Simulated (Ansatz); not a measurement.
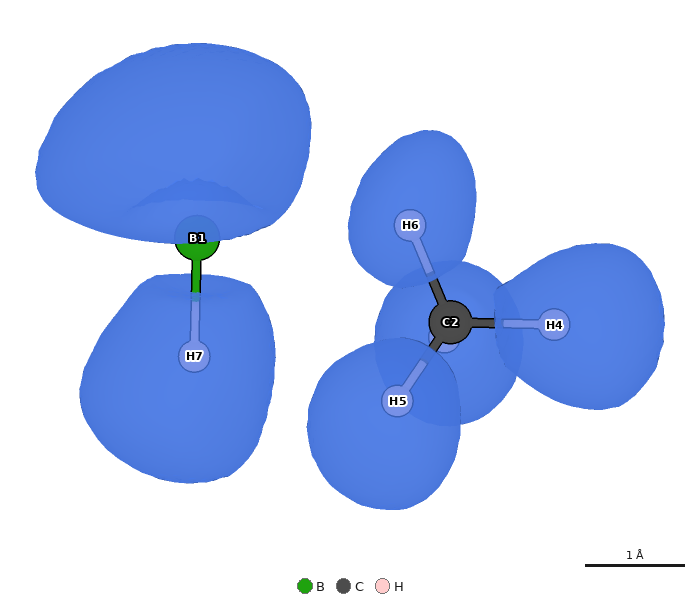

The picture shows: BH···CH4. Isosurface of the ELF at 0.85 (blue), seen at a tilt. Only the valence region is drawn (cores and ρ < 0.01 e/Å³ removed).

Method: RKS r2SCAN-D4/6-31G* in Ansatz.

```xyz
7

B    -0.3294    0.0149   -0.9024
C     1.2062   -0.0885    1.4456
H     0.3611   -0.7609    1.6225
H     1.9894   -0.3074    2.1785
H     0.8813    0.9492    1.5626
H     1.6271   -0.2514    0.4394
H    -1.1372    0.4440   -0.0510
```

**What do the ELF domains correspond to?**

At this value the surface marks out five regions around hydrogen nuclei and one lobe on B, pointing away from the bonds (lone pairs). Profiles from the grid: C2···B1 (2.81 Å): the ELF is about 0.05 at the midpoint. C–H (1.09 Å): the ELF climbs to about 1 towards the hydrogen, as it does in any bond to H (a covalent bond by its length).
